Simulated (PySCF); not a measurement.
C4H10OSi2

Input

```
{"job": {"kind": "nmr", "xc": "PBE0", "basis": "pcSseg-1"}, "charge": 0, "multiplicity": 1}
C     -2.595195     2.165693     0.285638
C     -2.219707     1.028735     0.391592
Si    -1.598236    -0.712536     0.581304
O     -2.395960    -1.736252    -0.405495
C      0.213668    -0.814607     0.029432
C      1.082862     0.275308     0.656586
Si     2.894890     0.180103     0.092721
H     -2.926405     3.160266     0.188485
H     -1.793181    -1.086142     1.988351
H     -3.344525    -1.821137    -0.382835
H      0.619531    -1.793533     0.290948
H      0.272271    -0.741326    -1.058006
H      0.665238     1.251955     0.402192
H      1.027059     0.198177     1.744704
H      3.484891    -1.085532     0.539137
H      2.954630     0.246234    -1.369830
H      3.651171     1.296623     0.664628
```

Command:

```sh
OMP_NUM_THREADS=1 python probes_run.py task.json out
```

Geometry: GFN2-xTB.

Theory: PBE0/pcSseg-1, SCF density, gas phase, non-relativistic in PySCF 2.14.0.

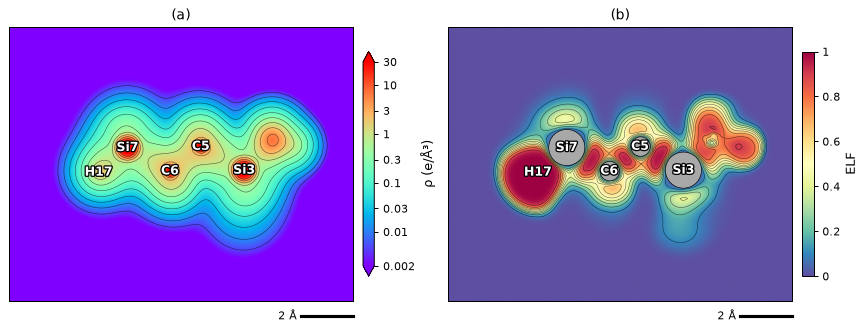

Figure 1. (a) total electron density; (b) ELF on the plane of atoms C5, C6 and Si7. Grey discs cover the atomic cores in the ELF map.

Q: What does the map show?

A:
- The plane passes through Si, C and H nuclei.
- C–Si (1.90 Å): ρ at the midpoint is about 0.92 e/Å³; the ELF peaks at about 0.95 between the atoms: a covalent bond.
- Si–H (1.46 Å): ρ at the midpoint is about 0.8 e/Å³; the ELF climbs to about 1 towards the hydrogen, as it does in any bond to H.
- The ELF also peaks beside O4, away from the bonds: lone-pair regions.

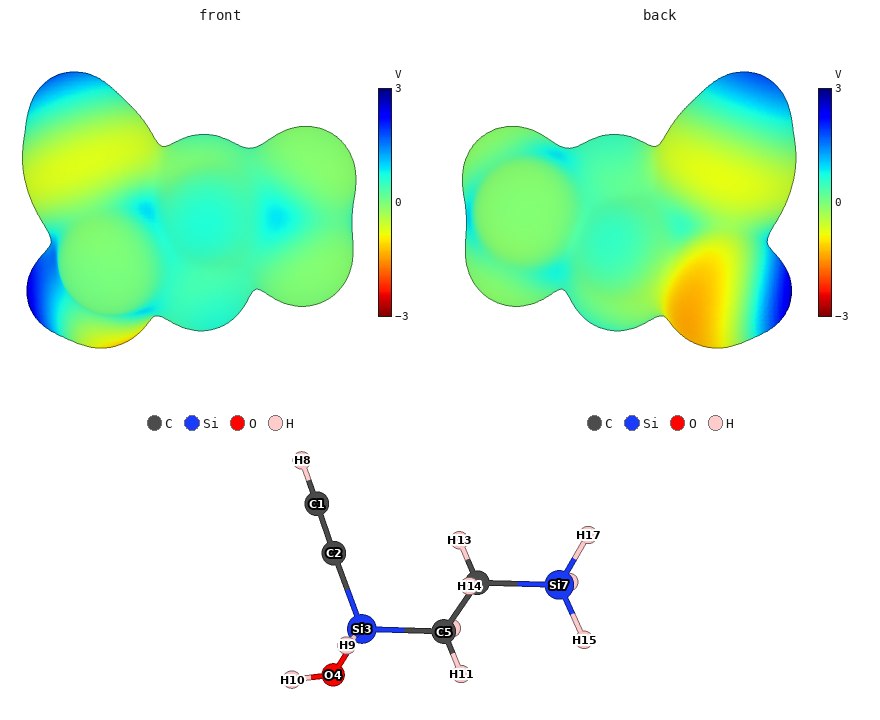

Figure 2. The molecular electrostatic potential painted on the density surface at 0.002 e/bohr³, seen from the front and from behind; the colour scale runs from red (negative) to blue (positive). The bare structure is drawn below in the same view.

Q: Describe the electrostatic potential map.

A: The most negative region (about −1.4 V) lies over O4, the most positive (about +2.5 V) over H10. O4 is the likeliest acceptor of a hydrogen bond.
